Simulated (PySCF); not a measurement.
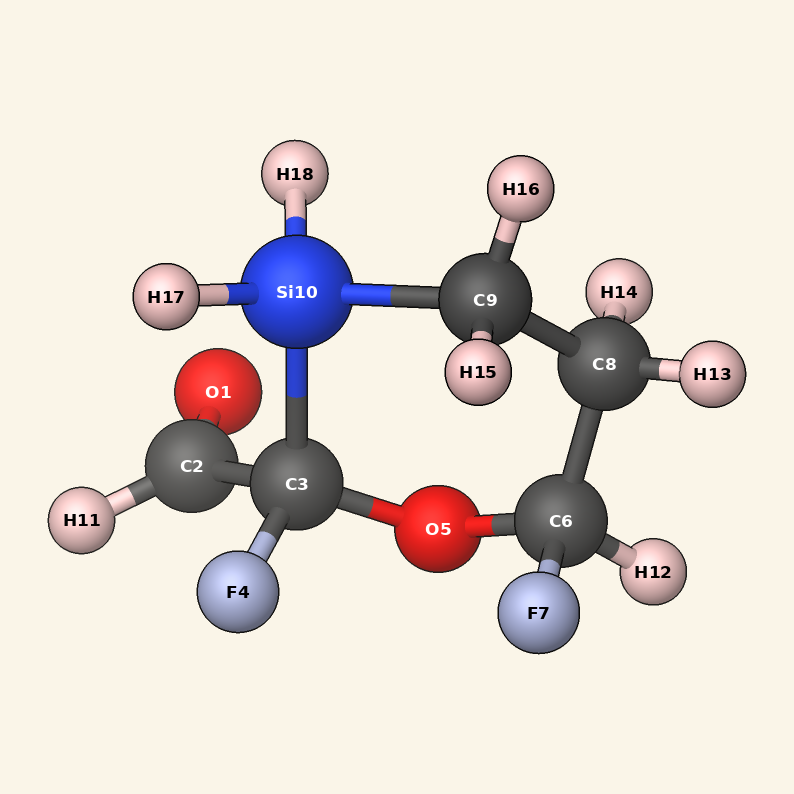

The geometry was computed by an optimisation with GFN2-xTB. No frequency run is at hand to confirm it as a minimum. Electric field gradients from the ground-state density, PBE0/pcSseg-1 (PySCF 2.14.0), non-relativistic apart from any core potentials.

Give the largest field-gradient component, the quadrupole coupling constant and the asymmetry for 17O at O1 (Q = −25.6 mb), 17O at O5 (Q = −25.6 mb), 2H at H11 (Q = 2.86 mb), 2H at H12 (Q = 2.86 mb), 2H at H13 (Q = 2.86 mb), 2H at H14 (Q = 2.86 mb).

| atom | V_zz (a.u.) | e²qQ/h (MHz) | η |
| --- | --- | --- | --- |
| O1 | −2.059 | 12.39 | 0.58 |
| O5 | 1.956 | −11.77 | 0.70 |
| H11 | 0.270 | 0.182 | 0.02 |
| H12 | 0.272 | 0.182 | 0.04 |
| H13 | 0.301 | 0.202 | 0.03 |
| H14 | 0.301 | 0.202 | 0.02 |

The geometry is semi-empirical. Around Si such bond lengths and angles can be off by a tenth of an ångström or more and by several degrees, and values that hang on the shape move with them.
